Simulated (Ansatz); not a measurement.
# HfB2: stress in a strained cell

Aim: deform HfB2 (zz strain of +2 %) and compute stress, forces and field gradients with LAPW, PAW and all-electron datasets made for the crystal.

Method: DFT PBEsol, scalar-relativistic, in Ansatz 0.2.0.

### 1 The structure to begin with

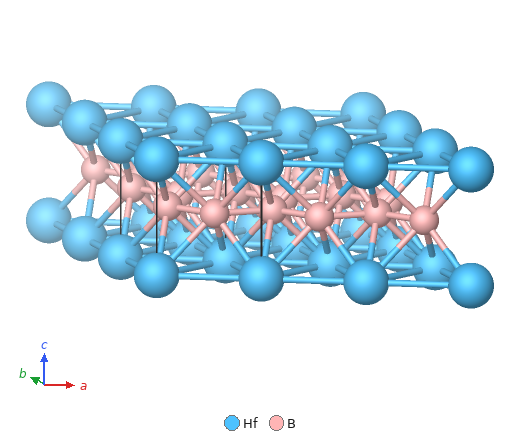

The starting structure, seen slightly off an axis (hafnium blue, boron pink). 3×3×1 cells are drawn. Atoms on the faces are drawn again on the opposite ones.

Structure file:

```
Hf B
1.0
     3.14000    0.00000    0.00000
    -1.57000    2.71932    0.00000
     0.00000    0.00000    3.48000
Hf B
1 2
Cartesian
  0.0000 0.0000 0.0000
  0.0000 1.8129 1.7400
  1.5700 0.9064 1.7400
```

Atoms are numbered in the order of the input: Hf1, B2, B3.

### 2 After the deformation

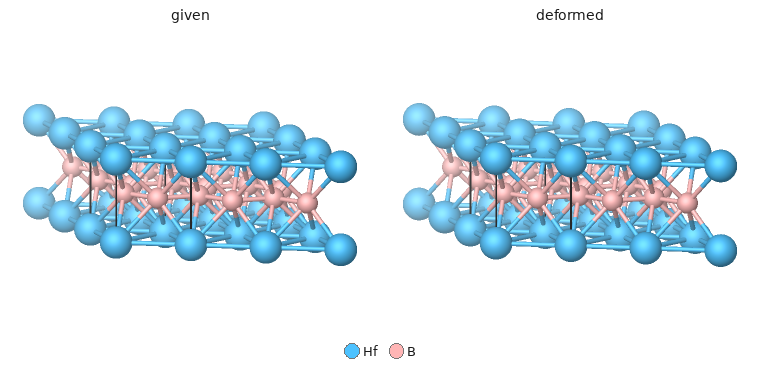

Given and deformed, at one scale.

Space group P6/mmm before, P6/mmm after.

### 3 LAPW, all electrons

Input file input.yaml:

```yaml
crystal:
  lattice:
    - [3.1400001005, 0.0, 0.0]
    - [-1.5700000503, 2.7193198549, 0.0]
    - [0.0, 0.0, 3.5496]
  atoms:
    - { symbol: Hf, position: [0.0, 0.0, 0.0] }
    - { symbol: B, position: [0.3333333333, 0.6666666667, 0.5] }
    - { symbol: B, position: [0.6666666667, 0.3333333333, 0.5] }
kpoints:
  mp_grid: { grid: [13, 13, 11] }
  band_path:
    path:
      - [0.0, 0.0, 0.0]
      - [0.5, 0.0, 0.0]
      - [0.3333333333, 0.3333333333, 0.0]
      - [0.0, 0.0, 0.0]
      - [0.0, 0.0, 0.5]
      - [0.5, 0.0, 0.5]
      - [0.3333333333, 0.3333333333, 0.5]
      - [0.0, 0.0, 0.5]
      - [0.5, 0.0, 0.5]
    npoints: 5
scf:
  occupations: { method: fermi_dirac, width: 0.05 }
hamiltonian:
  xc: pbesol
  pseudopotentials: { kind: all_electron, lapw: { basis_error: 0.0005 } }
output:
  forces: true
  stress: true
  eigenvalues: true
```

Command:

```bash
> ansatz run input.yaml --threads 1 --pin off --max-ram 6144MiB --backend cpu --events-out ev --progress --plain --runs-dir out
```

What it wrote, cut to the lines that bear on the results:

```text
LAPW: plane waves up to 9.087 Å⁻¹, error target 5.0e-4 eV per atom; small_component_spin mean_spin; B in spheres of 0.906 Å, 5 of its electrons in bands, Dirac shells []; Hf in spheres of 1.389 Å, 42 of its electrons in bands, Dirac shells []
[...]
Pseudopotentials: kind: all_electron
Pseudopotential: Hf, LAPW, valence charge 42, Koelling and Harmon's equation, gaussian nucleus
Pseudopotential: B, LAPW, valence charge 5, Koelling and Harmon's equation, gaussian nucleus
Functional definition: PBEsol
[...]
Crystal: 3 atoms, lattice volume = 30.309 Å³
Basis set: ecut = 314.6220916949772 eV, 389 PW (Γ), exchange–correlation at level 2
Bands: 32, of which v1, the nominal top of the filled ones, is band 26 counted from 1 (25 counted from 0)
Symmetry: 24 space group operations
Space group: P6/mmm (ITA 191), of the structure as read, at distance tolerance 3.1e-5 Å
k-points: 126 of 1859
[...]
SCF iter   1: F=—  HF=-411477.367811 eV  |F-HF|=—  |Δ(HF+E_count)|=         —  Δρ=7.51e-2  dr2=3.33e0  ethr=6.40e-3  ⟨swp⟩=2.0  Hψ=25034  notcnv=0
[...]
the basis was enlarged: its passes take 419.8 KiB over the memory plan, 1 of 1 planned eigensolver slots
[...]
SCF iter   9: F=-411476.030551 eV  HF=-411476.030551 eV  |F-HF|=8.15e-9  |Δ(HF+E_count)|=   3.13e-8  Δρ=1.15e-5  dr2=3.45e-8  ethr=1.18e-9  ⟨swp⟩=2.0  Hψ=11480  notcnv=0
[...]
NSCF: frozen V_eff on 41 k-points
SCF converged after 9 iterations
Free energy (F): -411476.030551 eV
[...]
E sigma→0 (E₀):  -411476.029754 eV
Entropy (-TS):   -0.001593 eV (-0.531 meV/atom)
Fermi energy:    20.413220 eV
[...]
--- Forces (eV/Å), atoms counted from 1 ---
  atom   1  Hf    -0.00000000     0.00000000     0.00000000
  atom   2  B     -0.00000000    -0.00000000     0.00000000
  atom   3  B      0.00000000     0.00000000    -0.00000000
[...]
--- Stress (GPa, compression-positive) ---
       -6.020441      -0.000000      -0.000000
       -0.000000      -6.020441      -0.000000
       -0.000000      -0.000000     -13.485070
  P = ⅓ Tr σ = -8.5087 GPa (-85.087 kbar)
--- Band table (eV; the first three rows and the last of 126) ---
[...]
```

Wall time 34 s (1 thread of Intel Xeon Platinum 8488C (Sapphire Rapids), shared host); peak memory 0.59 GiB.

This run gives: pressure -8.51 GPa; no gap.

### 4 PAW on the default files

Input file input.yaml:

```yaml
crystal:
  lattice:
    - [3.1400001005, 0.0, 0.0]
    - [-1.5700000503, 2.7193198549, 0.0]
    - [0.0, 0.0, 3.5496]
  atoms:
    - { symbol: Hf, position: [0.0, 0.0, 0.0] }
    - { symbol: B, position: [0.3333333333, 0.6666666667, 0.5] }
    - { symbol: B, position: [0.6666666667, 0.3333333333, 0.5] }
kpoints:
  mp_grid: { grid: [13, 13, 11] }
scf:
  occupations: { method: fermi_dirac, width: 0.05 }
hamiltonian:
  xc: pbesol
  pseudopotentials: { kind: paw }
output:
  forces: true
  stress: true
  eigenvalues: true
  efg: { contact_densities: true }
```

Command:

```bash
> ansatz run input.yaml --threads 1 --pin off --max-ram 6144MiB --backend cpu --events-out ev --progress --plain --runs-dir out
```

What it wrote, cut to the lines that bear on the results:

```text
Hf: output.efg is read without spin–orbit coupling, which moves field gradients at and beside such atoms by some per cent and up to a factor of two; PAW files take it under magnetization.noncollinear and magnetization.spin_orbit
[...]
Pseudopotentials: kind: paw
Pseudopotential: Hf, paw, valence charge 26, recommended cutoff 420 eV (normal)
Pseudopotential: B, paw, valence charge 3, recommended cutoff 420 eV (normal)
[... 1 set-up line as earlier in the session ...]
[...]
Crystal: 3 atoms, lattice volume = 30.309 Å³
Basis set: ecut = 420 eV, 563 PW (Γ), exchange–correlation on 48×48×48 points (8 copies of the dense FFT grid, shifted against one another)
Bands: 20, of which v1, the nominal top of the filled ones, is band 16 counted from 1 (15 counted from 0)
[... 2 set-up lines as earlier in the session ...]
k-points: 126 of 1859
[...]
       -6.044408      -0.000000      -0.000000
       -0.000000      -6.044408      -0.000000
       -0.000000      -0.000000     -13.599585
  P = ⅓ Tr σ = -8.5628 GPa (-85.628 kbar)
--- PAW observables at the nuclei: V_zz in 10²¹ V/m², potentials from the cell's mean, atoms counted from 1 ---
  atom   1  Hf V_zz =   +11.432890   η = 0.0000   by run symmetry: allowed
            electrostatic potential = -14183.818244 V   contact ρ = 7519010.664933 e/Å³
  atom   2  B  V_zz =    +0.165383   η = 0.0000   by run symmetry: allowed
            electrostatic potential = -335.522047 V   contact ρ = 481.231684 e/Å³
  atom   3  B  V_zz =    +0.165383   η = 0.0000   by run symmetry: allowed
            electrostatic potential = -335.522047 V   contact ρ = 481.231684 e/Å³
--- Band table (eV; the first three rows and the last of 126) ---
  k-point 0: bands = ["-41.8538", "-10.7281", "-10.2244", "-10.2244", "6.3601", "8.1582", "8.1812", "8.1923", "8.1923", "8.1947", "8.1947", "8.2890", "16.8758", "17.0927", "17.2593", "17.2593", "23.8646", "23.8646", "24.3375", "24.3375"]
[...]
```

Wall time 5.1 s (1 thread of Intel Xeon Platinum 8488C (Sapphire Rapids), shared host); peak memory 0.47 GiB.

In short: pressure -8.56 GPa; no gap; Vzz Hf1 11.43 (η = 0.00), B2 0.17 (η = 0.00) (10²¹ V/m²).

### 5 All-electron PAW on datasets made for the crystal

input.yaml: that of step 4 with these lines changed.

```diff
@@ -15,3 +15,3 @@
   xc: pbesol
-  pseudopotentials: { kind: paw }
+  pseudopotentials: { kind: all_electron, datasets: crystal }
 output:
```

Command:

```bash
> ansatz run input.yaml --threads 1 --pin off --max-ram 6144MiB --backend cpu --events-out ev --progress --plain --runs-dir out
```

What it wrote, cut to the lines that bear on the results:

```text
[...]
Hf: output.efg is read without spin–orbit coupling, which moves field gradients at and beside such atoms by some per cent and up to a factor of two; PAW files take it under magnetization.noncollinear and magnetization.spin_orbit
[...]
[... 1 set-up line as earlier in the session ...]
Pseudopotential: Hf, paw, valence charge 26, recommended cutoff 400 eV (normal), Koelling and Harmon's equation, gaussian nucleus
Pseudopotential: B, paw, valence charge 3, recommended cutoff 400 eV (normal), Koelling and Harmon's equation, gaussian nucleus
[... 1 set-up line as earlier in the session ...]
[...]
Crystal: 3 atoms, lattice volume = 30.309 Å³
Basis set: ecut = 400 eV, 563 PW (Γ), exchange–correlation on 48×48×48 points (8 copies of the dense FFT grid, shifted against one another)
Bands: 20, of which v1, the nominal top of the filled ones, is band 16 counted from 1 (15 counted from 0)
[... 1 set-up line as earlier in the session ...]
[...]
       -6.020978      -0.000000      -0.000000
       -0.000000      -6.020978      -0.000000
       -0.000000      -0.000000     -13.485141
  P = ⅓ Tr σ = -8.5090 GPa (-85.090 kbar)
--- PAW observables at the nuclei: V_zz in 10²¹ V/m², potentials from the cell's mean, atoms counted from 1 ---
  atom   1  Hf V_zz =   +11.985962   η = 0.0000   by run symmetry: allowed
            electrostatic potential = -14181.141267 V   contact ρ = 7515497.730188 e/Å³
  atom   2  B  V_zz =    +0.190483   η = 0.0000   by run symmetry: allowed
            electrostatic potential = -334.805842 V   contact ρ = 481.254921 e/Å³
  atom   3  B  V_zz =    +0.190483   η = 0.0000   by run symmetry: allowed
            electrostatic potential = -334.805842 V   contact ρ = 481.254921 e/Å³
--- Band table (eV; the first three rows and the last of 126) ---
  k-point 0: bands = ["-41.4716", "-10.3409", "-9.8416", "-9.8416", "6.7443", "8.5415", "8.5596", "8.5750", "8.5750", "8.5760", "8.5760", "8.6673", "17.2595", "17.4766", "17.6400", "17.6400", "24.2508", "24.2508"]
[...]
```

Wall time 22 s (1 thread of Intel Xeon Platinum 8488C (Sapphire Rapids), shared host); peak memory 0.73 GiB.

Result: pressure -8.51 GPa; no gap; Vzz Hf1 11.99 (η = 0.00), B2 0.19 (η = 0.00) (10²¹ V/m²).

### 6 Stress and forces compared

Stress (GPa, compression positive):

| method | xx | yy | zz | yz | xz | xy |
| --- | --- | --- | --- | --- | --- | --- |
| LAPW | -6.02 | -6.02 | -13.49 | 0.00 | 0.00 | 0.00 |
| PAW | -6.04 | -6.04 | -13.60 | 0.00 | 0.00 | 0.00 |
| crystal datasets | -6.02 | -6.02 | -13.49 | 0.00 | 0.00 | 0.00 |

| method | pressure (GPa) | Vzz Hf1 (10²¹ V/m²) | Vzz B2 (10²¹ V/m²) | SCF cycles, all passes |
| --- | --- | --- | --- | --- |
| LAPW | -8.51 | – | – | 9 |
| PAW | -8.56 | 11.43 | 0.17 | 6 |
| crystal datasets | -8.51 | 11.99 | 0.19 | 9 |

### 7 What came out

| quantity | value |
| --- | --- |
| pressure | LAPW -8.51, PAW -8.56, crystal datasets -8.51 GPa |
| largest shear or deviatoric stress (LAPW) | 4.98 GPa |

The largest part of the stress beyond the pressure is 4.98 GPa in size, in the zz component; the atoms are carried along and not relaxed. No run of the undeformed cell stands beside it, so the pressure holds what the given cell had before the change. PAW: stress within 0.11 GPa of LAPW. Crystal datasets: stress within 0.01 GPa of LAPW. Spin-orbit coupling is left out, though the cell holds Hf; in elements this heavy it can shift bands and gaps by tenths of an eV.
